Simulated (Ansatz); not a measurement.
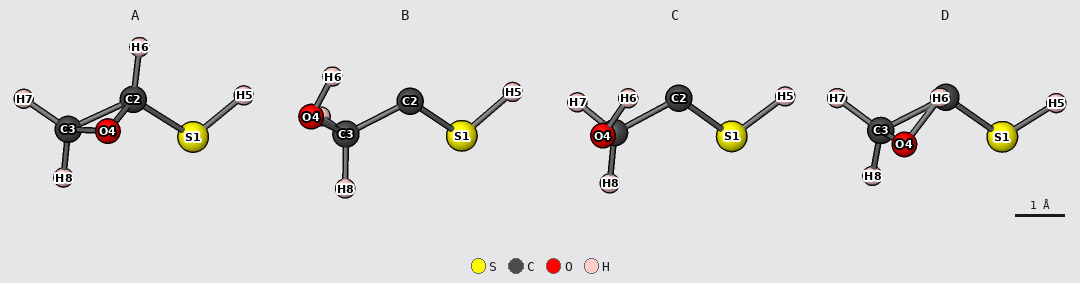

4 geometries from a converged minimum-energy path of C$_{2}$H$_{4}$OS, shuffled. A ball-and-stick model, seen at a tilt.

Level of theory: RKS PBE-D4/def2-SVP (Ansatz 0.2.0). Run with 5 movable images; climbing image; force threshold 0.05 eV/Å; iteration limit 60; starting path through a guess of the saddle point.

Q: Which frame is the top of the path?

A: D. In order along the path, whose images run from 0 to 6: A (image 1, +0.11 eV), D (image 3, +2.34 eV), C (image 5, +1.82 eV), B (image 6, +1.71 eV). Breaking: C2–H6 (1.11 → 1.36 at the top → 2.30 Å), C2–O4 (1.42 → 1.93 at the top → 2.41 Å). Forming: O4–H6 (2.14 → 1.21 at the top → 0.98 Å).

The run took 2.4 min on 1 thread of Intel(R) Xeon(R) Platinum 8488C (Sapphire Rapids), with other jobs on the host, peak memory 0.15 GiB.
